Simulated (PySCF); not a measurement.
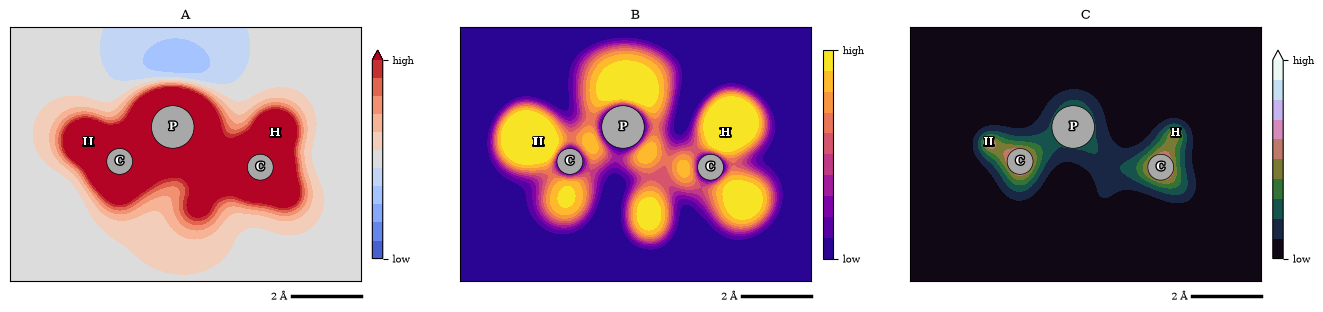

C4H9P (SMILES CCP1CC1): 3 fields on the plane of atoms P3, C5 and H14, with unlabelled colour scales. Grey discs cover the atomic cores.

Geometry: GFN2-xTB.

These are results of PySCF, PBE0/pcSseg-1, SCF density, gas phase, non-relativistic, not measurements.

The panels show electron density, electron localisation function and electrostatic potential in some order. Assign them.

Panel A: electrostatic potential (strongly positive close to the atoms, with negative regions outside electron-rich atoms). Panel B: electron localisation function. Panel C: electron density. From the grid: C–P (1.84 Å): ρ at the midpoint is about 1 e/Å³; the ELF peaks at about 0.85 between the atoms; localised, covalent bonding. C–H (1.09 Å): ρ at the midpoint is about 2 e/Å³; the ELF climbs to about 1 towards the hydrogen, as it does in any bond to H; a covalent bond by its length.
